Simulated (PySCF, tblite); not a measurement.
# C₆H₉BS: geometry, infrared bands and NMR shifts

Wanted: the infrared bands and NMR shifts of C₆H₉BS (`C#CB(SC)C(=C)C`), by calculation.

The runs use tblite 0.8.0 and PySCF 2.14.0, with density-fitted response routines of our own; the level of theory stands in each step. All values are computed, except where a source is named. Atoms are numbered from 0 throughout.

**1. The starting structure**

17 atoms, charge 0, multiplicity 1; geometry from: force field or distance geometry start.

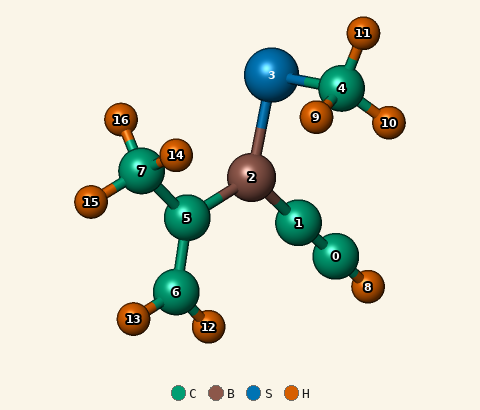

As it starts; carbon teal, boron brown, sulfur blue, hydrogen orange, atoms numbered.

**2. Optimising the geometry with GFN2-xTB**

Job settings and geometry (Å):

```
{"job": {"kind": "relax", "xc": "GFN2-xTB", "basis": "xTB"}, "charge": 0, "multiplicity": 1}
C      0.587000     3.215600     0.182700
C      0.386200     2.052900     0.393200
B      0.163100     0.550600     0.685900
S      1.471100    -0.380500     1.650100
C      2.424500    -0.858100     0.188300
C     -1.161300    -0.184100     0.173200
C     -2.055000     0.461200    -0.591700
C     -1.352100    -1.632700     0.518400
H      0.747700     4.242700    -0.008100
H      1.797500    -1.469800    -0.499000
H      2.781800     0.049700    -0.349800
H      3.300200    -1.459800     0.496300
H     -1.934600     1.501200    -0.856100
H     -2.937200    -0.052800    -0.957400
H     -0.656500    -2.249300    -0.075400
H     -2.397500    -1.971000     0.305900
H     -1.171800    -1.803700     1.599000
```

The run is started by

```console
OMP_NUM_THREADS=1 python probes_run.py task.json out
```

One launch serves the whole session: the jobs run in the order shown.

What it wrote:

```text
step      E/eV     max force
  0    -593.13656    1.995
  1    -593.17295    3.586
  2    -593.23294    0.769
  3    -593.24626    0.296
  4    -593.25358    0.194
  5    -593.25894    0.208
  6    -593.26172    0.119
  7    -593.26447    0.100
  8    -593.26624    0.107
  9    -593.26717    0.079
 10    -593.26759    0.055
 11    -593.26789    0.053
 12    -593.26819    0.060
 13    -593.26852    0.077
 14    -593.26886    0.068
 15    -593.26922    0.049
 16    -593.26963    0.065
 17    -593.27020    0.078
 18    -593.27102    0.117
 19    -593.27209    0.131
 20    -593.27326    0.103
 21    -593.27452    0.100
 22    -593.27612    0.157
 23    -593.27863    0.190
 24    -593.28234    0.174
 25    -593.28699    0.192
 26    -593.29371    0.240
 27    -593.30256    0.304
 28    -593.31516    0.413
 29    -593.32606    0.762
 30    -593.34606    0.388
 31    -593.36757    0.333
 32    -593.40022    0.463
 33    -593.41548    0.462
 34    -593.43972    0.387
 35    -593.46705    0.398
 36    -593.47863    0.379
 37    -593.50063    0.392
 38    -593.57421    0.538
 39    -593.61627    0.563
 40    -593.64083    0.413
 41    -593.67641    0.690
 42    -593.70479    0.372
 43    -593.72541    0.266
 44    -593.74135    0.262
 45    -593.74625    0.248
 46    -593.75203    0.192
 47    -593.76112    0.209
 48    -593.76537    0.185
 49    -593.77108    0.168
 50    -593.77540    0.143
 51    -593.78031    0.198
 52    -593.78639    0.189
 53    -593.79363    0.218
 54    -593.79927    0.210
 55    -593.80330    0.158
 56    -593.80627    0.135
 57    -593.81141    0.178
 58    -593.81660    0.170
 59    -593.82230    0.194
 60    -593.82684    0.193
 61    -593.83188    0.168
 62    -593.83705    0.176
 63    -593.84112    0.123
 64    -593.84347    0.108
 65    -593.84512    0.087
 66    -593.84678    0.079
 67    -593.84843    0.079
 68    -593.84955    0.061
 69    -593.85040    0.072
 70    -593.85109    0.058
 71    -593.85167    0.047
 72    -593.85204    0.044
 73    -593.85224    0.035
 74    -593.85240    0.032
 75    -593.85259    0.032
 76    -593.85282    0.037
 77    -593.85306    0.040
 78    -593.85328    0.043
 79    -593.85349    0.044
 80    -593.85372    0.036
 81    -593.85393    0.034
 82    -593.85412    0.028
 83    -593.85430    0.031
 84    -593.85447    0.029
 85    -593.85463    0.031
 86    -593.85478    0.034
 87    -593.85492    0.035
 88    -593.85506    0.026
 89    -593.85520    0.026
 90    -593.85536    0.038
 91    -593.85554    0.047
 92    -593.85577    0.050
 93    -593.85610    0.052
 94    -593.85660    0.073
 95    -593.85726    0.082
 96    -593.85803    0.073
 97    -593.85895    0.077
 98    -593.86008    0.081
 99    -593.86142    0.070
100    -593.86143    0.203
101    -593.86288    0.119
102    -593.86386    0.059
103    -593.86438    0.065
104    -593.86492    0.068
105    -593.86532    0.051
106    -593.86575    0.046
107    -593.86595    0.025
108    -593.86609    0.032
109    -593.86621    0.026
110    -593.86643    0.038
111    -593.86656    0.029
112    -593.86682    0.027
113    -593.86704    0.029
114    -593.86718    0.041
115    -593.86730    0.048
116    -593.86745    0.033
117    -593.86758    0.031
118    -593.86773    0.019
119    -593.86792    0.020
120    -593.86806    0.032
121    -593.86806    0.030
122    -593.86820    0.028
123    -593.86826    0.030
124    -593.86881    0.057
125    -593.86921    0.063
126    -593.86982    0.060
127    -593.87048    0.052
128    -593.87111    0.065
129    -593.87167    0.091
130    -593.87201    0.075
131    -593.87249    0.039
132    -593.87276    0.040
133    -593.87289    0.030
134    -593.87300    0.024
135    -593.87314    0.029
136    -593.87330    0.028
137    -593.87345    0.025
138    -593.87361    0.033
139    -593.87385    0.040
140    -593.87419    0.064
141    -593.87454    0.039
142    -593.87477    0.055
143    -593.87491    0.030
144    -593.87503    0.048
145    -593.87521    0.030
146    -593.87540    0.039
147    -593.87550    0.024
148    -593.87558    0.024
149    -593.87566    0.023
150    -593.87575    0.034
151    -593.87586    0.032
152    -593.87597    0.024
153    -593.87605    0.025
154    -593.87611    0.020
155    -593.87617    0.020
156    -593.87624    0.018
157    -593.87630    0.016
158    -593.87634    0.013
159    -593.87636    0.014
160    -593.87639    0.015
161    -593.87643    0.015
162    -593.87649    0.027
163    -593.87656    0.033
164    -593.87664    0.030
165    -593.87670    0.019
166    -593.87674    0.013
167    -593.87676    0.013
168    -593.87678    0.011
169    -593.87679    0.012
170    -593.87680    0.010
```

It took 4.2 s on 1 thread of Intel Xeon at 2.50GHz, shared host; peak memory 0.18 GiB.

Step by step: (not every step is listed)

```
step  energy from step 0 (eV)  largest force (eV/Å)
   0                   0.0000                1.9948
   1                  -0.0364                3.5865
   2                  -0.0964                0.7693
   3                  -0.1097                0.2956
   4                  -0.1170                0.1940
   5                  -0.1224                0.2081
   6                  -0.1252                0.1188
   7                  -0.1279                0.0996
   8                  -0.1297                0.1067
  23                  -0.1421                0.1903
  38                  -0.4376                0.5382
  53                  -0.6571                0.2181
  68                  -0.7130                0.0607
  83                  -0.7177                0.0315
  98                  -0.7235                0.0812
 113                  -0.7305                0.0287
 128                  -0.7346                0.0647
 143                  -0.7383                0.0304
 158                  -0.7398                0.0133
 165                  -0.7401                0.0187
 166                  -0.7402                0.0132
 167                  -0.7402                0.0135
 168                  -0.7402                0.0112
 169                  -0.7402                0.0118
 170                  -0.7402                0.0095
```

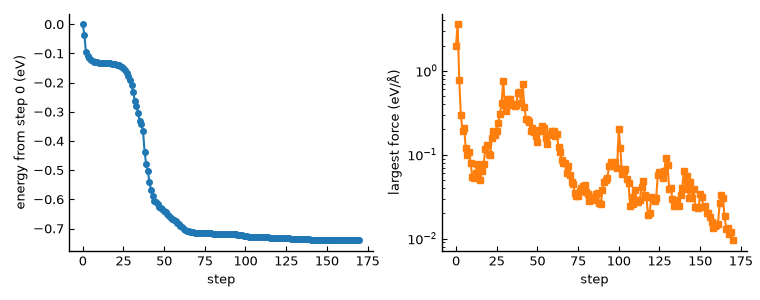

Energy and force, step by step.

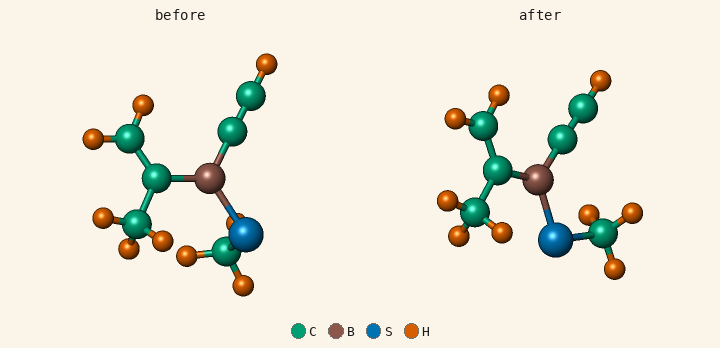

Before and after, at one scale.

Close pairs (by a distance rule), those that changed most:

| bond | before (Å) | after (Å) | change (Å) |
| --- | --- | --- | --- |
| B2–S3 | 1.873 | 1.785 | -0.088 |
| C1–B2 | 1.547 | 1.507 | -0.040 |
| B2–C5 | 1.599 | 1.560 | -0.039 |
| C7–H15 | 1.119 | 1.088 | -0.031 |
| C4–H10 | 1.114 | 1.085 | -0.029 |
| C4–H9 | 1.113 | 1.085 | -0.028 |
| C4–H11 | 1.106 | 1.085 | -0.021 |
| C7–H16 | 1.109 | 1.089 | -0.020 |

The next job starts from the end point, and lists it.

**3. Vibrational analysis with GFN2-xTB**

Job settings and geometry (Å):

```
{"job": {"kind": "ir", "xc": "GFN2-xTB", "basis": "xTB"}, "charge": 0, "multiplicity": 1}
C      0.971266     2.553108    -0.489488
C      0.554113     1.458091    -0.207551
B      0.095698     0.068533     0.153862
S      1.308536    -1.160413     0.606338
C      2.892010    -0.261654     0.488530
C     -1.414152    -0.324389     0.141856
C     -2.354658     0.561686    -0.194131
C     -1.800785    -1.727556     0.518293
H      1.309801     3.517127    -0.739349
H      3.021982     0.114208    -0.521053
H      2.894039     0.560712     1.196326
H      3.677731    -0.969438     0.731710
H     -2.104116     1.573234    -0.467867
H     -3.404409     0.309374    -0.209140
H     -1.323385    -2.438929    -0.154498
H     -2.878724    -1.868776     0.476526
H     -1.451946    -1.952888     1.525307
```

What it wrote:

```text
mode    cm-1     km/mol
  1      30.2      0.12
  2      76.8      0.77
  3      93.8      2.59
  4     108.4      0.01
  5     125.4      0.66
  6     132.4      1.40
  7     166.1      0.01
  8     233.1      1.01
  9     333.6      0.41
 10     344.0      1.23
 11     373.4      0.48
 12     430.8      1.63
 13     531.8     30.12
 14     558.7      4.89
 15     663.6     12.76
 16     667.6      0.24
 17     693.5     33.83
 18     727.7     10.26
 19     914.4     23.48
 20     924.9     60.48
 21     941.6      1.18
 22     960.1     10.76
 23     987.8     86.72
 24    1009.5     21.96
 25    1039.0      0.95
 26    1097.7     51.81
 27    1268.1     21.68
 28    1320.7      2.86
 29    1398.7      1.88
 30    1417.1      4.92
 31    1447.8      4.95
 32    1451.4      5.51
 33    1476.5      7.80
 34    1485.8      3.29
 35    1649.7     27.04
 36    2196.5     19.10
 37    3006.5     24.52
 38    3021.2     26.16
 39    3027.9     37.13
 40    3042.8      3.35
 41    3048.2      7.71
 42    3059.5      4.61
 43    3074.4     45.28
 44    3113.4     31.89
 45    3362.2      0.76
```

Run time: 2 s. Hardware: 1 thread of Intel Xeon at 2.50GHz, shared host; peak memory 0.18 GiB.

Which atoms move in the most intense modes:

```csv
cm⁻¹,km/mol,atoms
532,30.1,"B2 42 %, C5 30 %"
694,33.8,"H8 61 %, C0 11 %"
925,60.5,"B2 44 %, C7 18 %"
988,86.7,"B2 31 %, H13 22 %, H12 20 %, C6 15 %"
1098,51.8,"B2 57 %, H15 10 %"
3028,37.1,H15 90 %
3074,45.3,H13 85 %
3113,31.9,H12 83 %
```

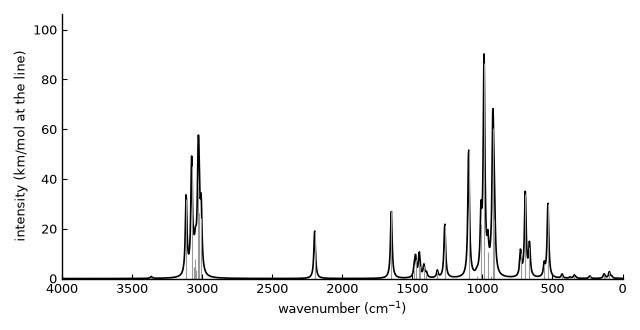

The infrared spectrum from these modes, unscaled. Lines are broadened to a width of 14 cm⁻¹ (Lorentzian).

**4. NMR shieldings: PBE0/pcSseg-1**

Same as in step 3 but for these lines:

```diff
@@ -1,2 +1,2 @@
-{"job": {"kind": "ir", "xc": "GFN2-xTB", "basis": "xTB"}, "charge": 0, "multiplicity": 1}
+{"job": {"kind": "nmr", "xc": "PBE0", "basis": "pcSseg-1"}, "charge": 0, "multiplicity": 1}
 C      0.971266     2.553108    -0.489488
```

With the program's defaults for keys left out, this is: GIAO PBE0/pcSseg-1 NMR shielding, non-relativistic, gas phase.

What it wrote:

```text
coarse grid: 14808 points
cycle   1  E = -656.4376763139  dE =  8.682e-01  |g| = 4.401e-01  |ddm| = 3.775e+00
cycle   2  E = -656.4212458640  dE =  1.643e-02  |g| = 5.073e-01  |ddm| = 9.554e-01
cycle   3  E = -656.4833456114  dE = -6.210e-02  |g| = 1.895e-01  |ddm| = 5.464e-01
cycle   4  E = -656.4922100337  dE = -8.864e-03  |g| = 3.439e-02  |ddm| = 1.417e-01
cycle   5  E = -656.4924816647  dE = -2.716e-04  |g| = 1.294e-02  |ddm| = 4.349e-02
cycle   6  E = -656.4925290567  dE = -4.739e-05  |g| = 2.557e-03  |ddm| = 1.724e-02
cycle   7  E = -656.4925303808  dE = -1.324e-06  |g| = 8.977e-04  |ddm| = 3.096e-03
final grid: 138552 points
cycle   8  E = -656.5418480531  dE = -3.714e-05  |g| = 8.981e-03  |ddm| = 3.664e-02
cycle   9  E = -656.5418378224  dE =  1.023e-05  |g| = 1.084e-02  |ddm| = 1.760e-02
cycle  10  E = -656.5418690176  dE = -3.120e-05  |g| = 9.280e-04  |ddm| = 1.074e-02
cycle  11  E = -656.5418692161  dE = -1.985e-07  |g| = 3.799e-04  |ddm| = 1.179e-03
cycle  12  E = -656.5418692443  dE = -2.825e-08  |g| = 1.874e-04  |ddm| = 3.968e-04
cycle  13  E = -656.5418692535  dE = -9.141e-09  |g| = 3.480e-05  |ddm| = 1.627e-04
cycle  14  E = -656.5418692537  dE = -2.915e-10  |g| = 8.989e-06  |ddm| = 3.773e-05
converged SCF energy = -656.5418692537

GIAO shielding tensors (ppm)
atom      isotropic    diamagn.    paramagn.     s11        s22        s33       span
  0 C       65.030     262.917    -197.887     13.599     13.907    167.584    153.986
  1 C       94.599     258.595    -163.996     -7.730     -2.819    294.346    302.076
  2 B       48.717     195.208    -146.490     -9.299     47.274    108.178    117.477
  3 S      426.590    1059.601    -633.011    136.407    525.987    617.377    480.970
  4 C      166.112     250.288     -84.176    154.331    160.535    183.471     29.140
  5 C       30.697     260.332    -229.635    -87.908     -0.310    180.308    268.216
  6 C       43.348     253.139    -209.791    -61.603     48.384    143.263    204.866
  7 C      161.448     246.449     -85.000    147.011    152.602    184.731     37.721
  8 H       27.831      34.359      -6.528     24.085     25.307     34.101     10.016
  9 H       29.076      30.245      -1.169     24.569     27.380     35.279     10.710
 10 H       29.115      29.853      -0.738     24.665     27.204     35.477     10.812
 11 H       29.492      28.306       1.187     23.990     27.199     37.288     13.297
 12 H       25.241      32.217      -6.976     23.105     23.226     29.391      6.285
 13 H       25.443      30.321      -4.878     22.896     24.705     28.727      5.831
 14 H       29.493      29.487       0.006     25.096     29.658     33.725      8.629
 15 H       29.864      28.887       0.977     25.733     28.684     35.174      9.441
 16 H       29.491      29.168       0.323     25.064     29.720     33.690      8.626
```

It took 1.8 min on 1 thread of Intel Xeon at 2.50GHz, shared host; peak memory 0.88 GiB.

Shifts follow as δ = σ(reference) − σ, with reference shieldings (ppm) from runs at the same level and on the same kind of geometry: 1H TMS 31.72, 13C TMS 186.9, 11B BF3·OEt2 100.1, 33S CS2 504. The references are single molecules in the gas phase. Atoms listed in one row are averaged.

```
        atoms                              environment  σ (ppm)  δ (ppm)  δ scaled to CDCl3
           C5          fully substituted alkene carbon     30.7    156.2              150.6
           C6                     terminal =CH2 carbon     43.3    143.6              138.2
           C0                   terminal alkyne carbon     65.0    121.9              117.1
           C1                            alkyne carbon     94.6     92.3               88.2
           C7                    allylic methyl carbon    161.4     25.5               23.0
           C4                methyl carbon bonded to S    166.1     20.8               14.0
          H12       hydrogen on a terminal =CH2 carbon    25.24     6.48               6.21
          H13       hydrogen on a terminal =CH2 carbon    25.44     6.27               6.02
           H8     hydrogen on a terminal alkyne carbon    27.83     3.89               3.77
 H9, H10, H11  hydrogen on a methyl carbon bonded to S    29.23     2.49               2.45
H14, H15, H16     hydrogen on an allylic methyl carbon    29.62     2.10               2.09
           B2                   boron bonded to 2 C, S     48.7     51.4                  –
           S3                    sulfur bonded to C, B      427       77                  –
```

The scaled column applies a straight-line fit of computed shieldings to shifts measured in CDCl3, with any fitted terms for Cl, Br or S neighbours (root-mean-square error 0.16 ppm for H, 1.9 ppm for C).

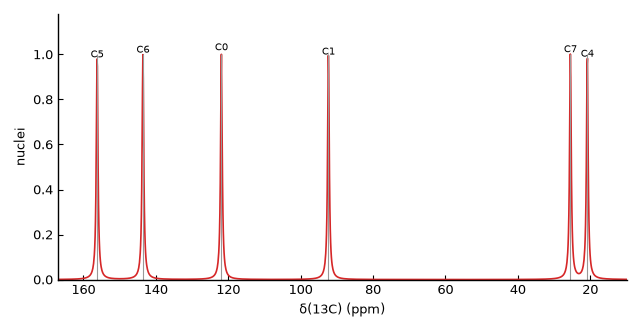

13C lines at the computed shifts, without couplings. Lines are broadened to a width of 0.54 ppm (Lorentzian).

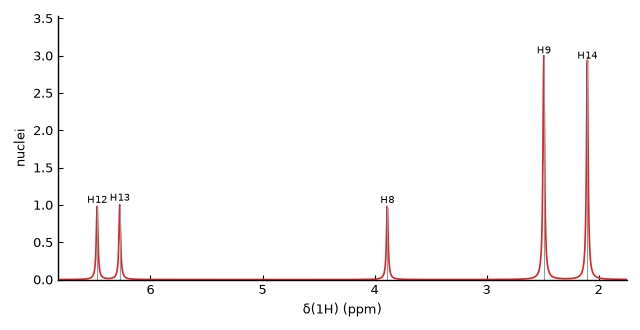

1H lines at the computed shifts, without couplings. Lines are broadened to a width of 0.02 ppm (Lorentzian).

The run also stored atomic charges by several schemes (e):

```csv
atoms,Mulliken,IAO,Hirshfeld,ESP fit
C0,-0.26,-0.20,-0.08,-0.43
C1,-0.08,-0.12,-0.11,0.00
B2,0.61,0.01,0.10,0.20
S3,-0.20,0.14,0.01,-0.17
C4,-0.37,-0.50,-0.11,-0.33
C5,-0.57,-0.09,-0.06,0.08
C6,-0.08,-0.26,-0.08,-0.42
C7,-0.17,-0.42,-0.12,-0.36
```

Hirshfeld charges:

C0 -0.08; C1 -0.11; B2 0.10; S3 0.01; C4 -0.11; C5 -0.06; C6 -0.08; C7 -0.12; H8 0.10; H9 0.05; H10 0.05; H11 0.05; H12 0.04; H13 0.05; H14 0.04; H15 0.04; H16 0.04

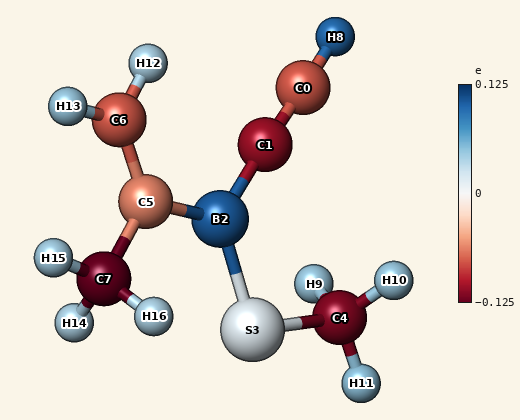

Hirshfeld charges, as colours on the atoms.

Mayer bond orders: C0–C1 2.50, C1–B2 1.02, B2–S3 1.15, S3–C4 1.00, B2–C5 0.92, C5–C6 1.95, C5–C7 1.06.

Orbitals, density, ELF and potential are computed afterwards from the orbital file.

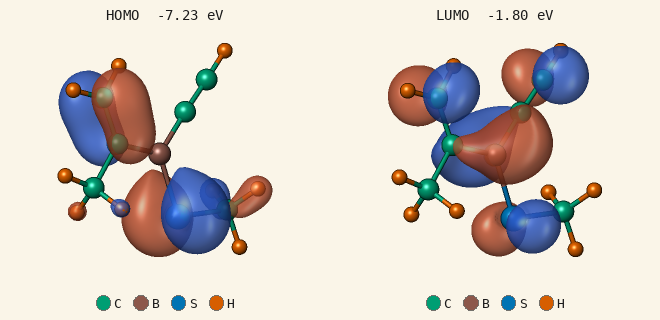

Frontier orbitals at PBE0/pcSseg-1; each surface holds 70 % of the orbital's density, blue and red mark the sign.

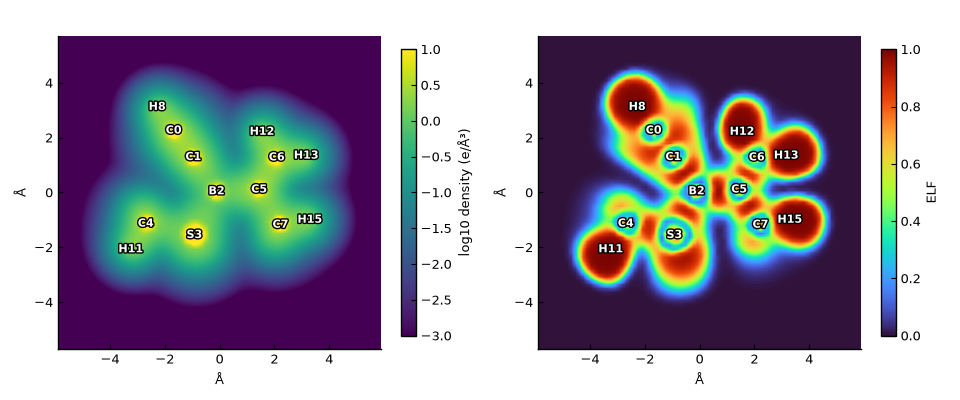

Density (left) and ELF (right) in a plane through or near 13 of the atoms.

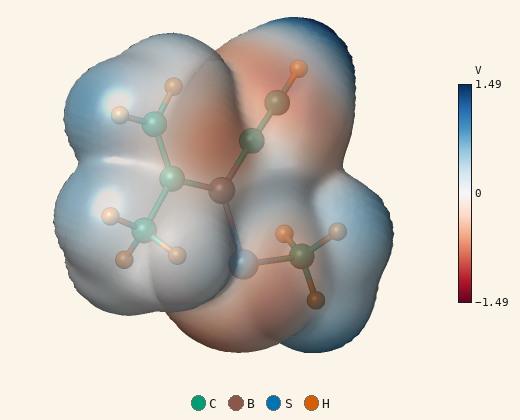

The potential that a unit positive charge feels on the 0.002 e/bohr³ surface, from -0.72 V near C1 to 1.49 V near H8.

**5. Results**

```
                                                              quantity                                      value
                             strongest single infrared mode (GFN2-xTB)                        988 cm⁻¹, 87 km/mol
                                          zero-point energy (GFN2-xTB)                              81.5 kcal/mol
                                13C shifts against TMS (PBE0/pcSseg-1)  156.2, 143.6, 121.9, 92.3, 25.5, 20.8 ppm
1H shifts against TMS (PBE0/pcSseg-1, means over atoms taken as alike)           6.48, 6.27, 3.89, 2.49, 2.10 ppm
                           11B shifts against BF3·OEt2 (PBE0/pcSseg-1)                                   51.4 ppm
                                33S shifts against CS2 (PBE0/pcSseg-1)                                     77 ppm
                                 surface potential, least and greatest                         -0.72 V and 1.49 V
```

The optimisation took 170 steps and gained 0.740 eV; among the close pairs (by a distance rule), B2–S3 changed most, from 1.873 to 1.785 Å. No mode is imaginary among the 45: a minimum at this level. The strongest single mode, at 988 cm⁻¹, is spread over several atoms, B2, H13, H12, C6 among them. Unscaled tight-binding wavenumbers are off by several per cent, some by more. Its intensities can rank the bands wrongly. The most deshielded carbon is C5 (fully substituted alkene carbon), at 156.2 ppm: as expected for a trigonal carbon in a double bond. At PBE0/pcSseg-1: The largest span, 481 ppm, is at S3, where the paramagnetic term is -633 ppm. At PBE0/pcSseg-1, counted by nearest atom on the grid, the HOMO lies on S3 45 %; C6 19 %, the LUMO on B2 34 %; C0, C6 about 14 % each.
